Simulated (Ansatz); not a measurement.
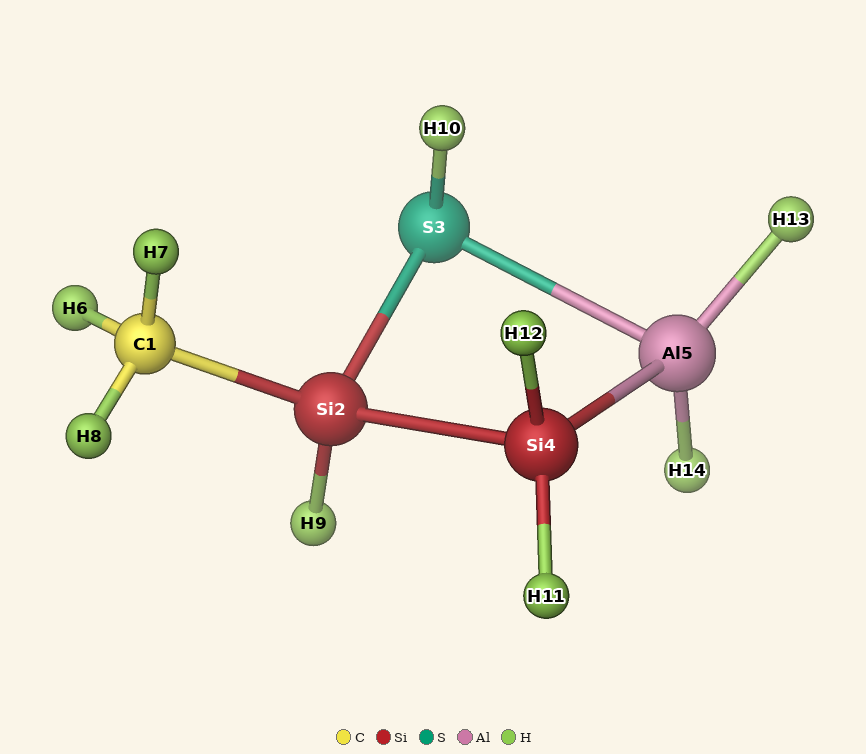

Distant atoms are faded towards the background colour. Computed geometry: PBE-D4/def2-SVP optimisation. No frequency run is at hand to confirm it as a minimum.

> How is the 4-membered ring Si2–S3–Al5–Si4 puckered?

It is puckered (butterfly). The Cremer–Pople amplitude Q is 0.55 Å.

> Give the torsion angles round the ring, beginning with the bond from its second to its third atom.

−25°, 24°, −27°, 26°.
